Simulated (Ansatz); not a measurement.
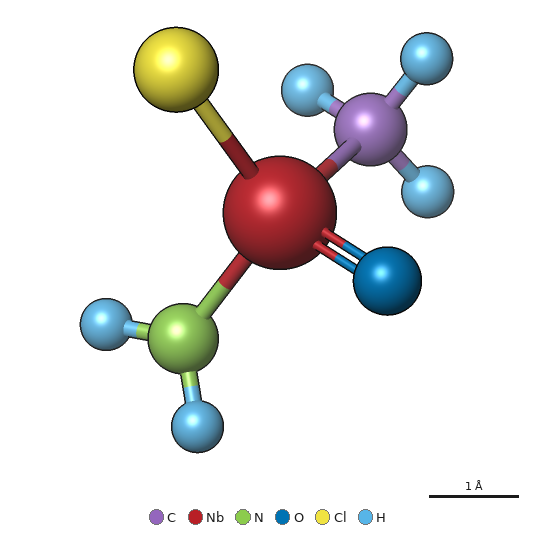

Ball-and-stick drawing of a structure.

The species is neutral and a spin singlet. The computed structure is the end point of a PBE0-D4/def2-TZVP optimisation.

Question: Count the atoms of each element.

Answer: CH₅ClNNbO, 10 atoms: 1 carbon, 5 hydrogen, 1 chlorine, 1 nitrogen, 1 niobium and 1 oxygen.

Question: How many sets of symmetry-equivalent atoms are there?

Answer: 10: 1 C, 1 Nb, 1 N, 1 O, 1 Cl, 1 H, 1 H, 1 H, 1 H, 1 H.

Question: Write the SMILES.

Answer: [CH3][Nb@@]([NH2])(=[O])[Cl]

Question: Give the symmetry (Schoenflies symbol).

Answer: C1.

Question: Count the bonded pairs by element.

Answer: 3 C–H, 2 N–H, 1 C–Nb, 1 N–Nb, 1 Nb–O, 1 Cl–Nb.

The parts below concern this one geometry. Atoms keep their numbers from picture to picture.

### Shape

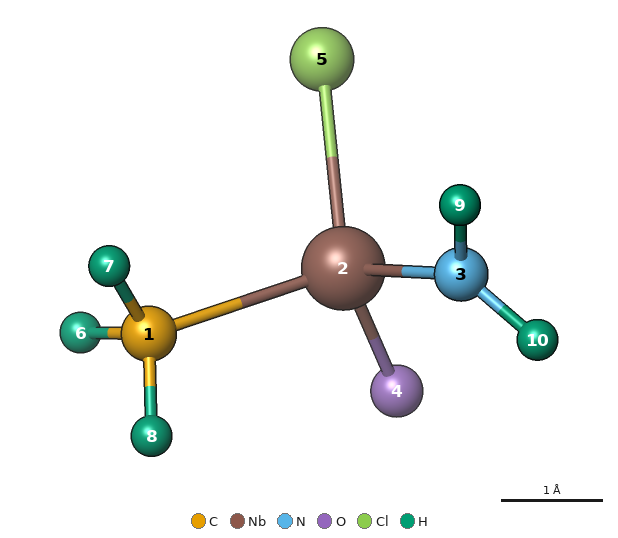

Numbered structure.

Question: How are the neighbours of atom 3 arranged?

Answer: N3 has 3 neighbours (Nb2 at 1.95, H9 at 1.01, H10 at 1.01 Å); the arrangement is trigonal planar.

Question: Describe the coordination of atom 1.

Answer: C1 has 4 neighbours (Nb2 at 2.15, H6 at 1.10, H7 at 1.09, H8 at 1.09 Å); the arrangement is tetrahedral.

Question: What is the geometry at Nb2?

Answer: Nb2 has 4 neighbours (C1 at 2.15, N3 at 1.95, O4 at 1.69, Cl5 at 2.32 Å); the arrangement is tetrahedral.

### Vibrations

Harmonic vibrations computed with RKS PBE0-D4/def2-TZVP, core potentials on Nb (Ansatz 0.2.0) at a stationary point of the same level.

Question: List the wavenumbers.

Answer: 24 modes: 118, 120, 140, 165, 201, 229, 387, 423, 524, 525, 578, 587, 618, 715, 1049, 1186, 1411, 1418, 1540, 3026, 3111, 3136, 3559, 3662 cm⁻¹.

### Dipole moment

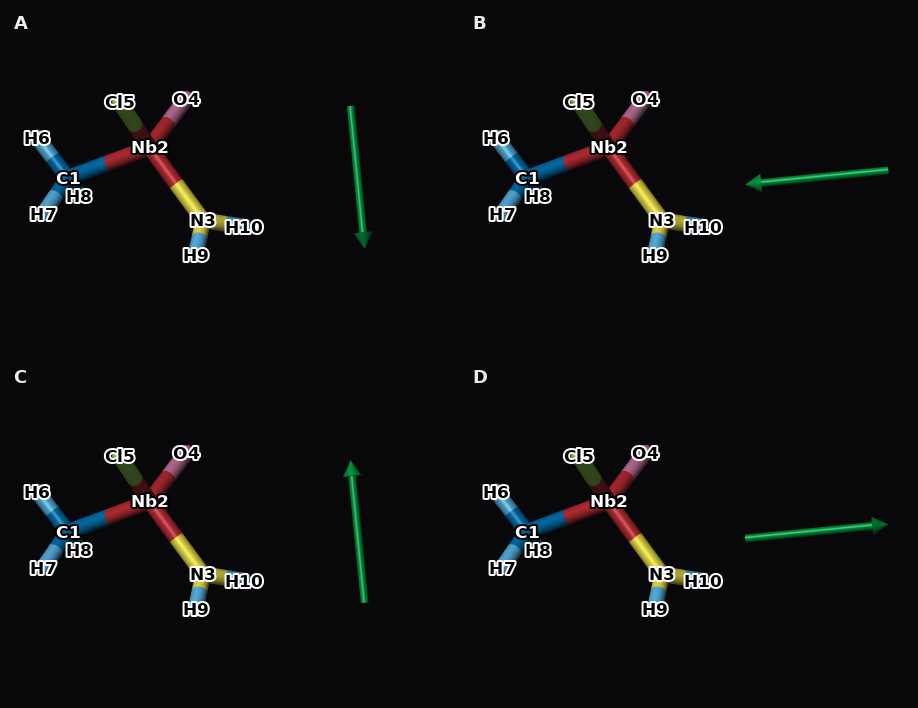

The same molecule four times, each with an arrow. Properties computed with RKS PBE0-D4/def2-TZVP, core potentials on Nb (Ansatz 0.2.0).

Question: Which arrow points along the dipole moment, from the negative to the positive end?

Answer: A. The dipole moment is 3.48 D; it points from the side of O4 to the side of H9 (the outermost atoms at the two ends).

### Charges

The questions are on Mulliken charges. Method: RKS B3LYP-D4/def2-TZVPP, core potentials on Nb (Ansatz 0.2.0).

List the Mulliken charges.

```csv
atom,value (e)
C1,−0.49
Nb2,1.23
N3,−0.54
O4,−0.50
Cl5,−0.35
H6,0.11
H7,0.10
H8,0.11
H9,0.15
H10,0.17
```

Mulliken values depend strongly on the basis set and can even reverse the polarity of a bond.
